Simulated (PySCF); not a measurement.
Consider C6H3ClO2S (SMILES O=Cc1ccc(C(=O)Cl)s1).

The calculation's input:

```
{"job": {"kind": "nmr", "xc": "PBE0", "basis": "pcSseg-1"}, "charge": 0, "multiplicity": 1}
O      3.210219     0.589740     1.386907
C      2.701602     0.165619     0.382473
C      1.271403     0.064306     0.146439
C      0.644642    -0.415461    -0.988220
C     -0.743682    -0.378265    -0.895204
C     -1.177305     0.131653     0.313976
C     -2.520708     0.335371     0.800555
O     -2.854117     0.780032     1.852240
Cl    -3.749751    -0.165676    -0.377141
S      0.139072     0.569659     1.347504
H      3.307238    -0.193724    -0.472416
H      1.181545    -0.777342    -1.846799
H     -1.414544    -0.705426    -1.668044
```

Launched as:

```sh
OMP_NUM_THREADS=1 python probes_run.py task.json out
```

Geometry: GFN2-xTB.

These are results of PySCF 2.14.0, PBE0/pcSseg-1, SCF density, gas phase, non-relativistic, not measurements.

### Predict the electron density and electron localisation function between the atoms.

C–O (1.19 Å): ρ at the midpoint is about 3.4 e/Å³; the ELF peaks at about 0.85 between the atoms (a multiple bond).
C–C (1.38 Å): the density is about 2.1 e/Å³ at the midpoint; the ELF peaks at about 0.95 between the atoms (localised, covalent bonding).
C–S (1.73 Å): the density is about 1.4 e/Å³ at the midpoint; the ELF peaks at about 0.90 between the atoms, as expected for localised, covalent bonding.
C–Cl (1.77 Å): ρ is about 1.4 e/Å³ halfway; the ELF peaks at about 0.90 between the atoms (a covalent bond).

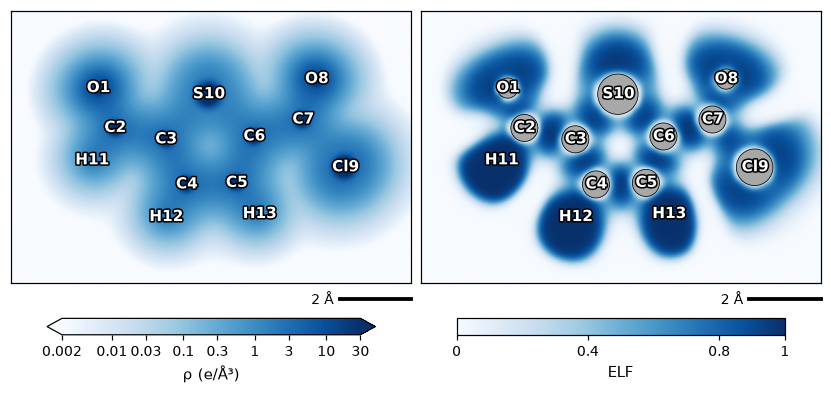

Computed electron density and electron localisation function on the molecular plane, in this order. Grey discs cover the atomic cores in the ELF map. 
